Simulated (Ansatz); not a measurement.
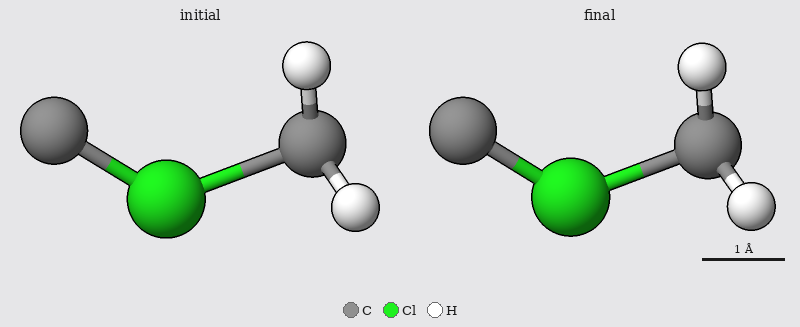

The structure of C2H2Cl (charge −1) before (left) and after (right) a relaxation, at one scale.

A ball-and-stick model, seen at a tilt.

It is one of the separated reactants of a reaction.

All numbers below come from Ansatz 0.2.0, RKS PBE0-D4/def2-TZVPD. Settings: force threshold 0.005 eV/Å; at most 200 steps.

**Summarise the run.**

After 8 accepted moves (10 points after the start) the energy has fallen by 2.06 kcal/mol. The largest force component goes from 0.66 to 0.0012 eV/Å. The line search rejected the trial steps at points 3, 7 of the run. The atom that moves furthest after the best rigid fit is a C atom (0.12 Å). Largest moves by element: C 0.12 Å, Cl 0.08 Å, H 0.06 Å. Near-neighbour distances that change, for instance: C–Cl 1.913 → 1.795 Å, C–Cl 1.634 → 1.595 Å, C–H 1.118 → 1.100 Å. Among the angles between lasting bonds that change: Cl–C–H 100.6° → 102.8°.
